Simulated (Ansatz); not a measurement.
```xyz
11

C     0.7031   -0.4568   -1.0260
C    -0.0955   -0.2919    0.2754
O    -1.3974   -0.8850    0.1310
F     0.6414   -1.0080    1.2131
C    -0.1702    1.1679    0.6884
O    -1.2010    1.7439    1.0902
H     1.7004   -0.0185   -0.9489
H     0.7634   -1.4448   -1.3484
H     0.1427    0.1451   -1.7968
H    -1.7987   -0.7283    1.0246
H     0.7773    1.7194    0.7179
```

The fields and orbitals are those of the mean-field reference, not of the correlated method.

The calculation used MP2, Gaussian basis (Ansatz).

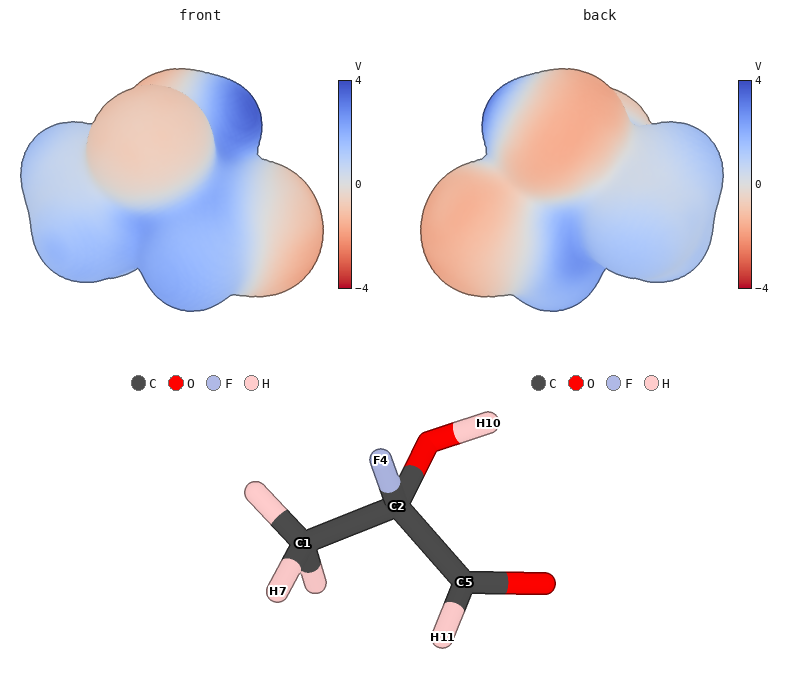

C3H5FO2. The molecular electrostatic potential painted on the density surface at 0.004 e/bohr³, seen from the front and from behind; red is negative and blue positive. The bare structure is drawn below in the same view.

Q: Which sites attract a positive test charge, and which a negative one?

A: A positive charge is drawn to the negative regions and a negative charge to the positive ones. The most negative region (about −1.6 V) lies over O3 and O6, the most positive (about +3.4 V) over H10.
